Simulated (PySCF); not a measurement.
# USPW92/pcseg-0 (density fitting) run of GaClF (SMILES [F][Ga][Cl])

Aim: a structure relaxation of GaClF. Input form: a Python script.

The calculation is run with PySCF 2.14.0.

5 further runs of the same task are left out: 5 set aside as unsound or not needed.

## (1) The system as given

GaClF has 3 atoms, charge 0, and is taken as a doublet. SMILES: `[F][Ga][Cl]`. The shape is that of a PBE0-D4/def2-TZVP optimisation. The run starts from this shape.

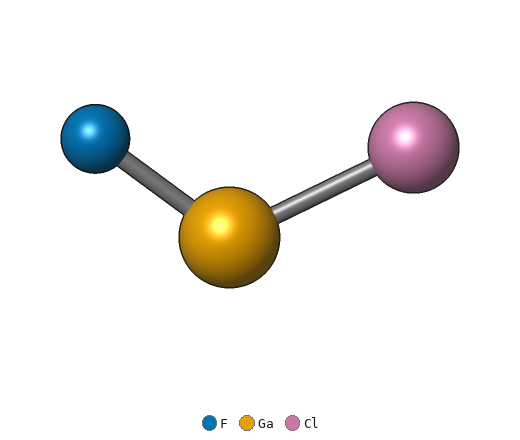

The structure, seen from a chosen angle (fluorine blue, gallium amber, chlorine pink).

## (2) A geometry optimisation at USPW92/pcseg-0 (density fitting)

Contents of calc.py:

```python
# [F][Ga][Cl]
from pyscf import gto, dft
from pyscf.geomopt.geometric_solver import kernel as optimise

molecule = gto.M(
    atom='''
F
Ga 1 1.757683
Cl 2 2.157468 1 117.67871
''',
    spin=1,
    basis='pcseg-0',
    verbose=3,
    charge=0,
    max_memory=1860,
)

ks = dft.UKS(molecule)
ks.xc = 'spw92'
ks = ks.density_fit()
ks.max_cycle = 100
ks.init_guess = 'huckel'
ks.diis_space = 6
ks = ks.newton()
converged, mol_eq = optimise(ks, maxsteps=50, convergence_set='TURBOMOLE')
print('converged:', converged)
print(mol_eq.tostring())

ks.reset(mol_eq)
molecule = mol_eq
ks.kernel()
etot = ks.e_tot
print('E = %.10f Eh' % etot)
```

Run with:

```console
$ OMP_NUM_THREADS=1 python calc.py
```

Log:

```text
convergence_set           TURBOMOLE
maxiter                   50
----------------------------------------------------------
Custom engine selected.
Bonds will be generated from interatomic distances less than 1.20 times sum of covalent radii
9 internal coordinates being used (instead of 9 Cartesians)
Internal coordinate system (atoms numbered from 1):
Distance 1-2
Distance 2-3
Angle 1-2-3
Translation-X 1-3
Translation-Y 1-3
Translation-Z 1-3
Rotation-A 1-3
Rotation-B 1-3
Rotation-C 1-3
> ===== Optimization Info: ====
> Job type: Energy minimization
> Maximum number of optimization cycles: 50
> Initial / maximum trust radius (Angstrom): 0.100 / 0.300
> Convergence Criteria:
> Will converge when all 5 criteria are reached:
>  |Delta-E| < 1.00e-06
>  RMS-Grad  < 5.00e-04
>  Max-Grad  < 1.00e-03
>  RMS-Disp  < 5.00e-04
>  Max-Disp  < 1.00e-03
> === End Optimization Info ===

[... 7 lines left out ...]
WARN: Mole.unit (angstrom) is changed to Bohr
[... 11 lines left out ...]
Step    0 : Gradient = 1.618e-02/2.051e-02 (rms/max) Energy = -2476.6335666870
[... 29 lines left out ...]
WARN: Even tempered Gaussians are generated as DF auxbasis for  F Ga Cl
[... 21 lines left out ...]
converged SCF energy = -2476.63490150559  <S^2> = 0.75063792  2S+1 = 2.0006378
[... 37 lines left out ...]
WARN: Even tempered Gaussians are generated as DF auxbasis for  F Ga Cl
[... 21 lines left out ...]
converged SCF energy = -2476.63490129024  <S^2> = 0.75063905  2S+1 = 2.0006389
[... 17 lines left out ...]
WARN: Even tempered Gaussians are generated as DF auxbasis for  F Ga Cl

converged SCF energy = -2476.63490106576  <S^2> = 0.75063885  2S+1 = 2.0006387
--------------- SecondOrderDFUKS_Scanner gradients ---------------
         x                y                z
0 F    -0.0000226531     0.0000000000    -0.0001078421
1 Ga    -0.0000176640    -0.0000000000     0.0001722315
2 Cl     0.0001329496     0.0000000000     0.0000003514
----------------------------------------------
cycle 8: E = -2476.63490107  dE = 2.24485e-07  norm(grad) = 0.000244529
Step    7 : Displace = 3.919e-04/5.460e-04 (rms/max) Trust = 3.949e-04 (-) Grad = 1.412e-04/1.731e-04 (rms/max) E (change) = -2476.6349010658 (+2.245e-07) Quality = -0.117
Hessian Eigenvalues: 8.75563e-04 5.00000e-02 5.00000e-02 ... 1.58642e-01 2.99407e-01 3.83044e-01
Converged! =D

converged: True
F          -0.04287241       -0.00000000       -0.04429127
Ga          1.70438704       -0.00000000       -0.02868338
Cl          2.78640481        0.00000000        1.92320490

WARN: Even tempered Gaussians are generated as DF auxbasis for  F Ga Cl

converged SCF energy = -2476.63490106569  <S^2> = 0.75063905  2S+1 = 2.000639
E = -2476.6349010657 Eh
```

Wall time 40 s (1 thread of Arm Neoverse V1, shared host); peak memory 0.26 GiB.

The path in brief:

| step | energy from the first frame kept (eV) | largest force (eV/Å) |
| --- | --- | --- |
| 0 | 0.0000 | 1.0546 |
| 1 | -0.0313 | 0.3415 |
| 2 | -0.0362 | 0.0419 |
| 3 | -0.0363 | 0.0047 |
| 4 | -0.0363 | 0.0052 |
| 5 | -0.0363 | 0.0111 |
| 6 | -0.0363 | 0.0110 |
| 7 | -0.0363 | 0.0089 |

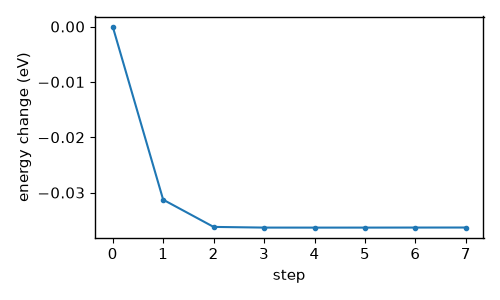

Energy along the run.

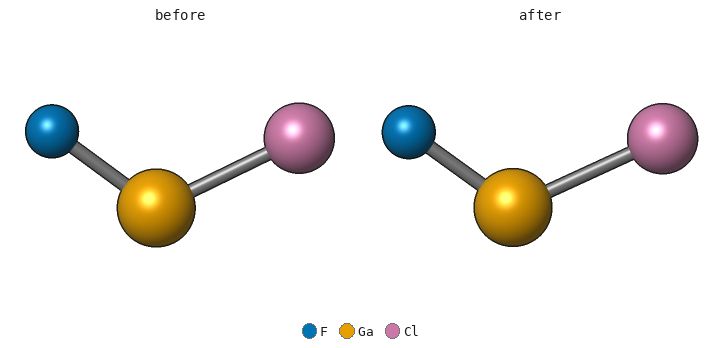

Before and after, at one scale.

After the run. Bond lengths: F1–Ga2 1.747 Å, Ga2–Cl3 2.232 Å. Angles: F1–Ga2–Cl3 119.5°.

## (3) Outcome

Level: USPW92/pcseg-0 (density fitting).

| quantity | value |
| --- | --- |
| total energy at the end | -2476.63490 Eh |
| dipole moment | 1.96 D |
| HOMO energy (highest over α and β) | -6.23 eV |
| LUMO energy (lowest over α and β) | -5.52 eV |
| ⟨S²⟩ | 0.751 |

In words: At the final geometry: Bond lengths: F1–Ga2 1.747 Å, Ga2–Cl3 2.232 Å. Angles: F1–Ga2–Cl3 119.5°. The optimisation took 7 steps and changed the energy by -0.036 eV.
